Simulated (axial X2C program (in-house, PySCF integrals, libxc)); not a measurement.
# SbN⁺: from the state search to constants, part 2 of 2

Computed with an in-house X2C program for linear molecules on PySCF integrals; all-electron X2C, Sb dyall-cv3z, N dyall-av3z. Earlier steps stand in the parts before.

## (9) PBE0, 2c

State followed: Ω = 3/2 (excess of +ω over −ω: ω = 3/2). The scan is laid around 1.940 Å, a first estimate of the minimum, and this SCF restarts from the orbitals of the search.

The SCF at the reference distance of 1.940 Å:

```text
two-component X2C + atomic mean field  PBE0
basis functions 181  fitting functions 940  grid points 5078
iter        total energy     max residual
   1      -6531.785039079     1.77e+00
   2      -6532.072739038     5.80e-03
   3      -6532.072537947     6.13e-03
   4      -6532.072802084     4.35e-03
   5      -6532.072989084     1.15e-03
   6      -6532.073000440     1.75e-04
   7      -6532.073001064     9.87e-05
   8      -6532.073001466     7.38e-05
   9      -6532.073001718     9.91e-06
  10      -6532.073001724     1.07e-06
  11      -6532.073001725     4.35e-07
converged
one-electron -9143.70368321  Coulomb 2696.23032742  exact exchange -43.87705803  xc functional -134.32424764  nuclear repulsion 97.37951768  atomic mean-field constant -3.77785795
```

Along the bond, energies from the lowest point:

```
R (Å)  E (eV)  μ (D)  HOMO (eV)  LUMO (eV)  iterations
1.688  0.9997  -2.08     -15.08     -12.81          13
1.765  0.3797  -2.09     -15.05     -12.51          14
1.824  0.1355  -2.06     -14.78     -12.32          14
1.882  0.0224  -1.99     -14.54     -12.14          14
1.940  0.0000  -1.90     -14.35     -11.99          11
2.008  0.0511  -1.80     -14.19     -11.85          14
2.076  0.1573  -1.71     -14.07     -11.72          14
2.163  0.3434  -1.62     -13.97     -11.59          14
2.270  0.6081  -1.52     -13.89     -11.48          14
2.425  0.9927  -1.30     -13.81     -11.35          15
```

Dipoles are positive if N is the positive end and refer to the centre of mass.

Outer spinors at the reference distance:

```tsv
ω	occupied	ε (eV)	atomic character	λ mixture
1/2	yes	-29.66	70% N s, 10% Sb s, 8% Sb p	100% σ
-1/2	yes	-27.33	60% N s, 18% Sb s, 8% Sb p	100% σ
1/2	yes	-21.03	56% Sb s, 22% N p, 12% N s	100% σ
-1/2	yes	-20.89	50% Sb s, 19% N s, 15% N p	100% σ
-1/2	yes	-16.28	80% N p, 15% Sb p, 3% Sb d	100% π
3/2	yes	-16.25	82% N p, 12% Sb p, 3% Sb d	100% π
1/2	yes	-15.54	56% N p, 29% Sb p, 8% Sb s	98% σ, 2% π
-1/2	yes	-14.89	57% N p, 28% Sb p, 8% N s	99% σ, 1% π
1/2	yes	-14.35	61% Sb p, 32% N p, 5% N d	98% π, 2% σ
-3/2	no	-11.99	60% Sb p, 33% N p, 5% N d	100% π
-1/2	no	-10.35	70% Sb p, 16% N p, 7% N d	99% π, 1% σ
3/2	no	-9.96	73% Sb p, 14% N p, 7% N d	100% π
1/2	no	-9.23	60% N p, 23% Sb p, 10% Sb d	100% π
```

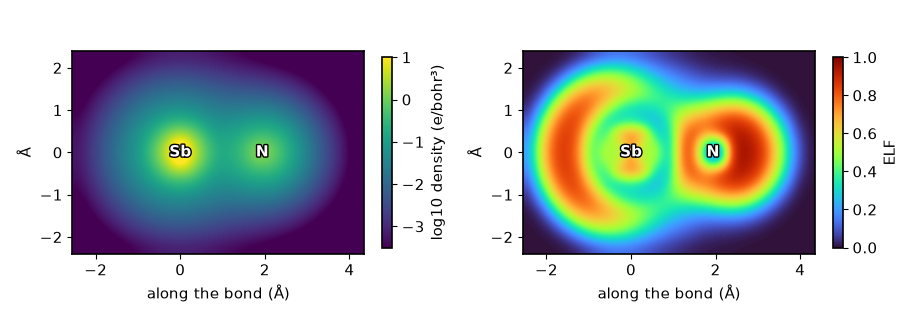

PBE0 fields in a plane through the axis, from a grid of 0.3 Å; Sb lies at z = 0 and N at z = 1.940 Å; the ELF is damped to zero where the density is low.

Re = 1.928 Å, ωe = 652 cm⁻¹, Be = 0.3612 cm⁻¹, De = 2.37 eV, μ = -1.92 D.

## (10) HF, 2c

Output at 1.940 Å:

```text
two-component X2C + atomic mean field  HF
basis functions 181  fitting functions 940  grid points 5078
iter        total energy     max residual
   1      -6529.379928159     4.06e-01
   2      -6529.413847410     2.23e-02
   3      -6529.421166227     1.64e-02
   4      -6529.425124298     1.16e-02
   5      -6529.427361998     5.31e-03
   6      -6529.428083426     7.57e-04
   7      -6529.428109507     5.62e-04
   8      -6529.428125843     4.57e-04
   9      -6529.428134639     3.39e-04
  10      -6529.428141318     1.60e-04
  11      -6529.428142342     9.55e-05
  12      -6529.428142785     6.14e-05
  13      -6529.428143110     3.17e-05
  14      -6529.428143199     1.52e-05
  15      -6529.428143216     5.74e-06
  16      -6529.428143217     3.65e-06
  17      -6529.428143217     1.79e-06
converged
one-electron -9142.70943323  Coulomb 2695.36174821  exact exchange -175.68211793  xc functional 0.00000000  nuclear repulsion 97.37951768  atomic mean-field constant -3.77785795
```

No constants are quoted: the lowest point is the long end of the scan.

## (11) B97-3, 2c

The SCF at the reference distance of 1.940 Å:

```text
two-component X2C + atomic mean field  B97-3
basis functions 181  fitting functions 940  grid points 5078
iter        total energy     max residual
   1      -6532.096663911     5.18e-02
   2      -6532.096775618     8.64e-03
   3      -6532.093379492     2.04e-02
   4      -6532.097419157     8.99e-04
   5      -6532.097438468     6.56e-04
   6      -6532.097456282     3.98e-04
   7      -6532.097470674     9.60e-05
   8      -6532.097471442     4.34e-05
   9      -6532.097471545     1.43e-05
  10      -6532.097471566     3.27e-06
  11      -6532.097471567     8.64e-07
converged
one-electron -9143.71765955  Coulomb 2696.24392363  exact exchange -47.26062309  xc functional -130.96477230  nuclear repulsion 97.37951768  atomic mean-field constant -3.77785795
```

Re = 1.920 Å, ωe = 674 cm⁻¹, ωexe = 6.29 cm⁻¹, Be = 0.3643 cm⁻¹, De = 2.29 eV, μ = -2.14 D.

## (12) Correlated methods, 2c

Correlated methods: 9 electrons correlated (frozen shells, counted by type: Sb 4 s, 3 p, 2 d; N 1 s), 259 virtual spinors in MP2, 90 natural virtuals in coupled cluster.

Output of the correlated part at 1.940 Å:

```text
correlated 9  virtual 259  natural virtual 90  E(MP2) -0.205910454  MP2 remainder -0.006486489
iter   CCSD correlation   residual
   1     -0.217760880   1.26e-01
   2     -0.227040116   7.01e-02
   3     -0.231502176   4.76e-02
   4     -0.235027003   3.61e-02
   5     -0.237896094   2.12e-02
   6     -0.238457226   8.78e-03
   7     -0.238628932   4.16e-03
   8     -0.238664427   1.82e-03
   9     -0.238639809   8.41e-04
  10     -0.238652679   4.41e-04
  11     -0.238644990   2.71e-04
  12     -0.238651489   1.37e-04
  13     -0.238651690   6.89e-05
  14     -0.238653559   3.59e-05
  15     -0.238654128   1.65e-05
  16     -0.238654474   9.99e-06
  17     -0.238654749   5.56e-06
  18     -0.238654849   2.88e-06
  19     -0.238654863   1.59e-06
(T) -0.012550741  T1 0.1031  D1 0.2444  max T2 0.123
```

MP2: No constants are quoted: the dipole of the HF reference doesn't run smoothly along the scan, a sign that its character may change, so the fit is set aside.

CCSD: No constants are quoted: the dipole of the HF reference doesn't run smoothly along the scan, a sign that its character may change, so the fit is set aside.

CCSD(T): No constants are quoted: the dipole of the HF reference doesn't run smoothly along the scan, a sign that its character may change, so the fit is set aside.

## (13) A higher determinant, 2c

State: Ω = 1/2 (excess of +ω over −ω: ω = 1/2).

Output at the reference distance:

```text
two-component X2C + atomic mean field  PBE0
basis functions 181  fitting functions 940  grid points 5078
iter        total energy     max residual
   1      -6531.774471962     1.76e+00
   2      -6532.061690045     5.78e-03
   3      -6532.061267380     8.13e-03
   4      -6532.061579684     6.56e-03
   5      -6532.061952041     9.28e-04
   6      -6532.061959488     2.26e-04
   7      -6532.061960831     1.40e-04
   8      -6532.061962081     1.37e-04
   9      -6532.061964015     2.91e-05
  10      -6532.061964148     2.67e-06
  11      -6532.061964148     1.39e-06
converged
one-electron -9143.42945950  Coulomb 2695.94445718  exact exchange -43.86827395  xc functional -134.31034761  nuclear repulsion 97.37951768  atomic mean-field constant -3.77785795
```

```
R (Å)  E above the lowest PBE0 point (eV)
1.688                               0.488
1.765                               0.218
1.824                               0.196
1.882                               0.275
1.940                               0.300
2.008                               0.396
2.076                               0.535
2.163                               0.753
2.270                               1.045
```

No constants are quoted: the points don't follow one smooth fit.

## (14) The 2c curves together

Energy (eV) of the followed determinant, 2c, from each level's lowest point:

```
R (Å)   PBE0  HF (dipole not smooth)  MP2 (HF's dipole not smooth)  CCSD (HF's dipole not smooth)  CCSD(T) (HF's dipole not smooth)  B97-3
1.688  1.000                   1.610                         1.138                            n/a                               n/a  0.991
1.765  0.380                   0.829                         0.525                          0.428                             0.415  0.364
1.824  0.136                   0.458                         0.243                          0.162                             0.147  0.120
1.882  0.022                   0.225                         0.076                          0.033                             0.024  0.013
1.940  0.000                   0.095                         0.000                          0.000                             0.000  0.000
2.008  0.051                   0.036                         0.005                          0.042                             0.056  0.062
2.076  0.157                   0.039                         0.102                          0.139                             0.169  0.177
2.163  0.343                   0.065                         0.353                          0.314                             0.361  0.370
2.270  0.608                   0.060                         0.672                            n/a                               n/a  0.638
2.425  0.993                   0.000                         0.921                            n/a                               n/a  1.022
```

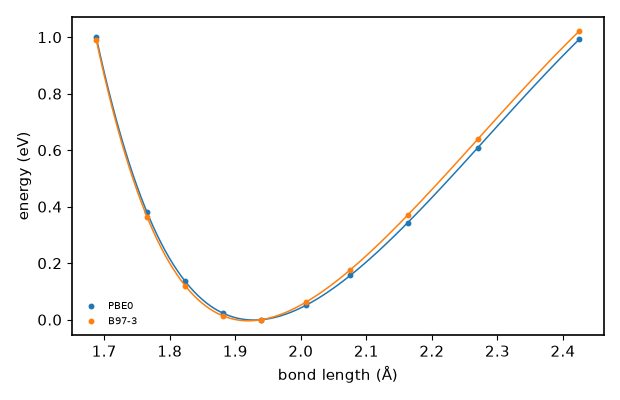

Curves of the followed state, 2c, each from its own lowest point. Left out: HF, MP2, CCSD, CCSD(T).

Time for the job: 2.2 min (1 thread of Arm Neoverse V2, shared host); peak memory 0.59 GiB.

## (15) Constants

The summary covers parts 1 to 2.

Lowest determinant that the search found at its distance, spin-free: M_S = 1/2, Λ = 1 (beyond closed shells: π+α, π+β, π-α).

Lowest determinant that the search found at its distance, 2c: Ω = 3/2 (excess of +ω over −ω: ω = 3/2).

```json
{"Hamiltonian": "spin-free", "level": "PBE0", "Re (Å)": "1.914", "ωe (cm⁻¹)": "679", "De (eV)": "2.29", "μ (D)": "-2.06"}
{"Hamiltonian": "spin-free", "level": "B97-3", "Re (Å)": "1.906", "ωe (cm⁻¹)": "715", "De (eV)": "2.36", "μ (D)": "-2.29"}
{"Hamiltonian": "2c", "level": "PBE0", "Re (Å)": "1.928", "ωe (cm⁻¹)": "652", "De (eV)": "2.37", "μ (D)": "-1.92"}
{"Hamiltonian": "2c", "level": "B97-3", "Re (Å)": "1.920", "ωe (cm⁻¹)": "674", "De (eV)": "2.29", "μ (D)": "-2.14"}
```

Dipoles are positive if N is the positive end and refer to the centre of mass. No constants: spin-free HF (the dipole of the solution doesn't run smoothly along the scan, a sign that its character may change, so the fit is set aside); spin-free MP2 (the dipole of the HF reference doesn't run smoothly along the scan, a sign that its character may change, so the fit is set aside); spin-free CCSD (the dipole of the HF reference doesn't run smoothly along the scan, a sign that its character may change, so the fit is set aside); spin-free CCSD(T) (the dipole of the HF reference doesn't run smoothly along the scan, a sign that its character may change, so the fit is set aside); 2c HF (the lowest point is the long end of the scan); 2c MP2 (the dipole of the HF reference doesn't run smoothly along the scan, a sign that its character may change, so the fit is set aside); 2c CCSD (the dipole of the HF reference doesn't run smoothly along the scan, a sign that its character may change, so the fit is set aside); 2c CCSD(T) (the dipole of the HF reference doesn't run smoothly along the scan, a sign that its character may change, so the fit is set aside). Spin-free ⟨S²⟩ is off its pure value at PBE0 1.00, B97-3 0.91.

Time per point (s) on 1 thread of Arm Neoverse V2, shared host (2c runs); the times are rough: PBE0 0.79, B97-3 0.8.

**Reading.** At PBE0, going from spin-free to two-component changes Re by +14 mÅ, ωe by -4.0 %; at least one of these shifts is too large to ignore. De moves by +0.07 eV; both De rest on single-determinant atoms, which can miss part of an open shell's spin–orbit lowering. At HF the two-component curve has its lowest point over 0.2 Å from the spin-free one, so it has likely passed to another state.

De refers to Sb+ + N, each in the lowest determinant found, which need not be this curve's own limit. Each curve is one determinant whose occupation by symmetry is held fixed; it was picked as the lowest of a PBE0 search that is not exhaustive. Dissociation energies refer to the lowest single-determinant-based atoms at the same level and basis. Density functionals use the spin component along the axis (collinear). The spin-free determinant is spin-contaminated at some levels.
